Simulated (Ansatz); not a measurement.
## Run report: AlBH$_{3}$O$_{2}$F, geometry relaxation (part 2 of 2)

AlBH$_{3}$O$_{2}$F, SMILES B[O][Al]([OH])[F]; RKS PBE-D4/def2-SVP (Ansatz 0.2.0). It belongs to a series of runs on one base structure; here: end point A relaxed.

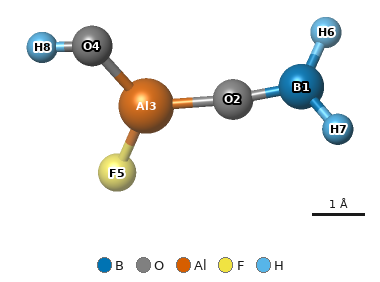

Figure 1. The geometry at step 18 of the log (ball-and-stick view, seen at a tilt; atoms are numbered from 1 in the order of the input).

Trajectory as extended XYZ, continued
```
8
Properties=species:S:1:pos:R:3:forces:R:3 step=9 energy=-14118.65565
B    -0.2710    1.9016    0.0650    0.0817   0.0516  -0.1699
O     0.0430    0.6068   -0.1375   -0.0498   0.3241  -0.0512
Al    0.3654   -1.0340   -0.3852    0.1677  -0.3066   0.0560
O     0.1530   -2.0688    0.9411   -0.2979  -0.2209  -0.0238
F     1.0004   -1.5457   -1.8464   -0.1466   0.0573   0.1502
H    -0.8954    2.2289    1.0650   -0.0198  -0.0159   0.0256
H     0.0750    2.7341   -0.7708   -0.0208  -0.0261   0.0856
H    -0.3782   -2.8798    1.0129    0.2853   0.1365  -0.0725
8
Properties=species:S:1:pos:R:3:forces:R:3 step=10 energy=-14118.71364
B    -0.2632    1.9364    0.0539    0.0525  -0.0260  -0.0987
O     0.0348    0.6321   -0.1281    0.0173   0.2037  -0.0295
Al    0.3377   -1.0227   -0.3433    0.0316  -0.2137  -0.0084
O     0.1184   -2.0676    0.9765   -0.3137  -0.3329   0.0180
F     0.8811   -1.5879   -1.8207   -0.0902   0.0903   0.0921
H    -0.9974    2.2626    0.9814    0.0200  -0.0107  -0.0484
H     0.2017    2.7732   -0.7208   -0.0315  -0.0841   0.1175
H    -0.2210   -2.9833    0.9453    0.3140   0.3732  -0.0427
8
Properties=species:S:1:pos:R:3:forces:R:3 step=11 energy=-14118.69609 accepted=F
B    -0.2607    1.9556    0.0379    0.1799   0.0780   0.0667
O     0.0328    0.6478   -0.1259   -0.0955   0.0675  -0.0872
Al    0.2587   -1.0267   -0.3264    0.2288   0.0983  -0.0711
O     0.0592   -2.0534    1.0114   -0.4048  -2.1745  -0.1380
F     0.8008   -1.6009   -1.8001   -0.1392   0.0337   0.0567
H    -1.0690    2.2866    0.9102    0.0737  -0.0318  -0.2087
H     0.3187    2.7965   -0.6652   -0.1748  -0.2023   0.1770
H    -0.0483   -3.0627    0.9022    0.3319   2.1311   0.2046
8
Properties=species:S:1:pos:R:3:forces:R:3 step=12 energy=-14118.74317
B    -0.2566    1.9409    0.0499    0.0410   0.0334  -0.0407
O     0.0542    0.6410   -0.1264    0.0207   0.0670  -0.0410
Al    0.3185   -1.0228   -0.3349    0.0039  -0.1276   0.0058
O     0.1021   -2.0589    0.9932   -0.2145  -0.2468   0.0014
F     0.8038   -1.5978   -1.8269   -0.0676   0.0568   0.0620
H    -1.0678    2.2551    0.9155    0.0147  -0.0116  -0.0561
H     0.2776    2.7875   -0.6640   -0.0233  -0.0584   0.0916
H    -0.1396   -3.0020    0.9378    0.2250   0.2872  -0.0229
8
Properties=species:S:1:pos:R:3:forces:R:3 step=13 energy=-14118.76570
B    -0.2406    1.9461    0.0509   -0.1254   0.0562  -0.0464
O     0.0655    0.6472   -0.1321    0.0365   0.0021  -0.0402
Al    0.2799   -1.0263   -0.3319    0.0694   0.0054   0.0176
O     0.0651   -2.0485    1.0076   -0.1782  -0.5860  -0.0340
F     0.7479   -1.6057   -1.8261   -0.0736   0.0106   0.0277
H    -1.1183    2.2485    0.8579    0.0835  -0.0070  -0.0638
H     0.3373    2.8030   -0.6140    0.0181  -0.0663   0.1106
H    -0.0446   -3.0212    0.9320    0.1697   0.5851   0.0286
8
Properties=species:S:1:pos:R:3:forces:R:3 step=14 energy=-14118.79126
B    -0.2417    1.9475    0.0448   -0.0294   0.0881   0.0139
O     0.0614    0.6488   -0.1440    0.0130   0.0187  -0.0348
Al    0.2593   -1.0274   -0.3306    0.0252  -0.0117  -0.0115
O     0.0786   -2.0433    1.0193   -0.0772  -0.3135  -0.0155
F     0.6534   -1.6245   -1.8388   -0.0519   0.0138   0.0208
H    -1.1983    2.2454    0.7593    0.0756  -0.0153  -0.0988
H     0.4401    2.8118   -0.5051   -0.0433  -0.0960   0.0997
H     0.0394   -3.0155    0.9392    0.0881   0.3159   0.0262
8
Properties=species:S:1:pos:R:3:forces:R:3 step=15 energy=-14118.78519 accepted=F
B    -0.2107    1.9509    0.0801   -0.6210   0.1815  -0.4586
O     0.0596    0.6491   -0.1406    0.1041   0.0999   0.1488
Al    0.2205   -1.0293   -0.3318    0.0843  -0.1306  -0.0537
O     0.1148   -2.0451    1.0293   -0.0453   0.2421  -0.0292
F     0.5309   -1.6373   -1.8588   -0.0773   0.0644   0.1053
H    -1.3119    2.2506    0.5983    0.5929  -0.0578  -0.0698
H     0.5516    2.8118   -0.3825   -0.0861  -0.2092   0.3651
H     0.1375   -3.0078    0.9502    0.0484  -0.1902  -0.0079
8
Properties=species:S:1:pos:R:3:forces:R:3 step=16 energy=-14118.80511
B    -0.2394    1.9471    0.0446   -0.0274   0.0877   0.0084
O     0.0560    0.6479   -0.1512    0.0099   0.0281  -0.0193
Al    0.2439   -1.0294   -0.3339    0.0160  -0.0250  -0.0119
O     0.0954   -2.0390    1.0251   -0.0455  -0.1831  -0.0117
F     0.5933   -1.6326   -1.8504   -0.0453   0.0118   0.0173
H    -1.2449    2.2483    0.6855    0.0699  -0.0208  -0.0852
H     0.4990    2.8103   -0.4260   -0.0398  -0.0904   0.0847
H     0.0889   -3.0099    0.9504    0.0621   0.1918   0.0177
8
Properties=species:S:1:pos:R:3:forces:R:3 step=17 energy=-14118.81709
B    -0.2369    1.9467    0.0458   -0.0276   0.1179  -0.0164
O     0.0499    0.6471   -0.1574    0.0114   0.0265   0.0005
Al    0.2289   -1.0311   -0.3373    0.0026  -0.0421  -0.0135
O     0.1100   -2.0349    1.0296   -0.0183  -0.0475  -0.0160
F     0.5335   -1.6388   -1.8618   -0.0368   0.0118   0.0240
H    -1.2881    2.2522    0.6092    0.1102  -0.0196  -0.0879
H     0.5548    2.8049   -0.3463   -0.0836  -0.1152   0.1014
H     0.1402   -3.0033    0.9623    0.0422   0.0682   0.0079
8
Properties=species:S:1:pos:R:3:forces:R:3 step=18 energy=-14118.82742
B    -0.2375    1.9466    0.0394    0.0476   0.2234   0.0821
O     0.0369    0.6454   -0.1684   -0.0121   0.0323  -0.0133
Al    0.2005   -1.0348   -0.3441    0.0292  -0.0678  -0.0136
O     0.1355   -2.0275    1.0359    0.0001  -0.0378  -0.0426
F     0.4520   -1.6494   -1.8763   -0.0400   0.0176   0.0463
H    -1.3408    2.2637    0.5006    0.2256  -0.0233  -0.1531
H     0.6313    2.7931   -0.2226   -0.2657  -0.2274   0.0913
H     0.2142   -2.9942    0.9797    0.0153   0.0830   0.0030
8
Properties=species:S:1:pos:R:3:forces:R:3 step=19 energy=-14118.84658
B    -0.2329    1.9459    0.0436    0.0021   0.0713  -0.0037
O     0.0345    0.6442   -0.1619   -0.0029  -0.0672   0.0044
Al    0.1855   -1.0374   -0.3453   -0.0310   0.0102  -0.0296
O     0.1991   -2.0187    1.0421    0.0165  -0.0015  -0.0037
F     0.3167   -1.6604   -1.8882   -0.0024   0.0165   0.0283
H    -1.3806    2.2922    0.3067    0.0595  -0.0067  -0.0275
H     0.6803    2.7601   -0.0411   -0.0500  -0.0287   0.0268
H     0.2896   -2.9830    0.9883    0.0081   0.0060   0.0050
8
Properties=species:S:1:pos:R:3:forces:R:3 step=20 energy=-14118.83651 accepted=F
B    -0.2244    1.9483    0.0405   -0.1027  -0.2470  -0.0107
O    -0.0003    0.6305   -0.1484   -0.0563   0.3095   0.0263
Al    0.0921   -1.0493   -0.3471    0.3618  -0.0409   0.1318
O     0.2800   -2.0102    1.0451   -0.1288   0.0873  -0.0561
F     0.2230   -1.6629   -1.8899   -0.1146  -0.0477  -0.0800
H    -1.3816    2.3394    0.1123   -0.0011   0.0636   0.0007
H     0.7194    2.7182    0.1405    0.0371  -0.0306  -0.0161
H     0.3839   -2.9712    0.9912    0.0045  -0.0942   0.0040
8
Properties=species:S:1:pos:R:3:forces:R:3 step=21 energy=-14118.85040
B    -0.2317    1.9463    0.0410    0.0089  -0.0017  -0.0017
O     0.0263    0.6398   -0.1515   -0.0170   0.0088   0.0132
Al    0.1698   -1.0405   -0.3424   -0.0025   0.0063  -0.0097
O     0.2370   -2.0198    1.0448    0.0035   0.0046  -0.0106
F     0.2564   -1.6553   -1.8908   -0.0021  -0.0064   0.0083
H    -1.3883    2.3131    0.2092    0.0129   0.0016  -0.0104
H     0.6975    2.7432    0.0428   -0.0096  -0.0088   0.0074
H     0.3253   -2.9840    0.9912    0.0059  -0.0045   0.0034
8
Properties=species:S:1:pos:R:3:forces:R:3 step=22 energy=-14118.85137
B    -0.2330    1.9479    0.0415    0.0020   0.0152  -0.0129
O     0.0027    0.6364   -0.1399   -0.0299  -0.0193  -0.0023
Al    0.1452   -1.0420   -0.3421    0.0633  -0.0207   0.0469
O     0.2712   -2.0199    1.0426   -0.0153  -0.0191  -0.0137
F     0.2076   -1.6602   -1.8893   -0.0174  -0.0024  -0.0246
H    -1.3875    2.3477    0.1154   -0.0042   0.0032   0.0058
H     0.7147    2.7166    0.1246    0.0066   0.0081   0.0047
H     0.3714   -2.9837    0.9913   -0.0051   0.0351  -0.0040
8
Properties=species:S:1:pos:R:3:forces:R:3 step=23 energy=-14118.85142
B    -0.2329    1.9473    0.0402   -0.0055   0.0445   0.0048
O     0.0003    0.6353   -0.1339   -0.0210  -0.0569  -0.0125
Al    0.1447   -1.0428   -0.3406    0.0565  -0.0016   0.0450
O     0.2690   -2.0231    1.0416   -0.0188   0.0548  -0.0024
F     0.2062   -1.6536   -1.8905   -0.0145  -0.0104  -0.0282
H    -1.3868    2.3494    0.1111   -0.0069   0.0055   0.0023
H     0.7157    2.7149    0.1230    0.0090   0.0090   0.0009
H     0.3761   -2.9846    0.9933    0.0012  -0.0450  -0.0100
8
Properties=species:S:1:pos:R:3:forces:R:3 step=24 energy=-14118.85232
B    -0.2385    1.9486    0.0401    0.0016  -0.0070  -0.0017
O    -0.0360    0.6306   -0.1372   -0.0052   0.0003  -0.0001
Al    0.1516   -1.0435   -0.3400    0.0013   0.0012   0.0088
O     0.2715   -2.0230    1.0432    0.0000   0.0017  -0.0017
F     0.2179   -1.6560   -1.8900    0.0012  -0.0004  -0.0023
H    -1.3835    2.3744    0.1163   -0.0015   0.0024   0.0006
H     0.7265    2.6967    0.1206    0.0026  -0.0010  -0.0004
H     0.3828   -2.9848    0.9911    0.0002   0.0029  -0.0032
8
Properties=species:S:1:pos:R:3:forces:R:3 step=25 energy=-14118.85242
B    -0.2418    1.9488    0.0407    0.0013  -0.0156  -0.0143
O    -0.0576    0.6277   -0.1361   -0.0025   0.0103   0.0058
Al    0.1509   -1.0442   -0.3389   -0.0104   0.0129  -0.0084
O     0.2724   -2.0240    1.0436    0.0034  -0.0081   0.0031
F     0.2251   -1.6550   -1.8896    0.0032   0.0027   0.0079
H    -1.3813    2.3906    0.1158    0.0096  -0.0050   0.0034
H     0.7338    2.6841    0.1190   -0.0046  -0.0046   0.0036
H     0.3907   -2.9851    0.9898    0.0000   0.0074  -0.0012
8
Properties=species:S:1:pos:R:3:forces:R:3 step=26 energy=-14118.85151 accepted=F
B    -0.2455    1.9504    0.0314    0.0068  -0.0638   0.1296
O    -0.0820    0.6254   -0.1434   -0.0041   0.0425  -0.0298
Al    0.1466   -1.0448   -0.3399   -0.0007   0.0182  -0.0267
O     0.2737   -2.0211    1.0446    0.0046  -0.0567   0.0037
F     0.2361   -1.6606   -1.8884   -0.0029   0.0095   0.0176
H    -1.3778    2.4072    0.1250    0.0138  -0.0025  -0.0498
H     0.7419    2.6686    0.1260   -0.0119  -0.0023  -0.0488
H     0.3993   -2.9822    0.9890   -0.0056   0.0551   0.0042
8
Properties=species:S:1:pos:R:3:forces:R:3 step=27 energy=-14118.85247
B    -0.2425    1.9484    0.0399   -0.0012   0.0002   0.0003
O    -0.0645    0.6268   -0.1353    0.0009  -0.0026  -0.0017
Al    0.1483   -1.0440   -0.3385    0.0000   0.0031   0.0074
O     0.2719   -2.0237    1.0442   -0.0004   0.0019  -0.0035
F     0.2284   -1.6547   -1.8885    0.0002  -0.0012  -0.0037
H    -1.3797    2.3946    0.1162   -0.0003   0.0016   0.0001
H     0.7360    2.6795    0.1185    0.0003  -0.0008  -0.0001
H     0.3942   -2.9840    0.9878    0.0006  -0.0023   0.0012
```

This output came from the following input.

The input
```yaml
crystal:
  periodic: [false, false, false]
  atoms:
    - { symbol: B, position_ang: [-0.1913, 1.5326, 0.1147] }
    - { symbol: O, position_ang: [1.019, 0.8523, 0.2373] }
    - { symbol: Al, position_ang: [0.6164, -0.8595, -0.3134] }
    - { symbol: O, position_ang: [0.1389, -2.0867, 0.9196] }
    - { symbol: F, position_ang: [0.8361, -1.3303, -2.0478] }
    - { symbol: H, position_ang: [-0.9808, 1.6684, 1.0196] }
    - { symbol: H, position_ang: [-0.4637, 2.152, -0.8966] }
    - { symbol: H, position_ang: [-0.8824, -1.9859, 0.9108] }
basis:
  gaussian: { orbitals: def2-SVP }
hamiltonian:
  xc: pbe
  dispersion: d4
relax:
  f_tol: 0.015
  max_steps: 40
```

Run as:
```bash
ansatz run input.yaml --threads 1 --pin off --max-ram 2048MiB --backend cpu --events-out ev --progress --plain --runs-dir out
```

Results in brief

- outcome: converged
- total energy: −14118.8525 eV
- mean-field energy: −14118.7238 eV
- largest force (length of the vector) at the end: 0.008 eV/Å
- hardware: 1 thread of Arm Neoverse V1, 24 GiB of memory available, shared host
- wall time: 77 s
- peak memory: 0.14 GiB
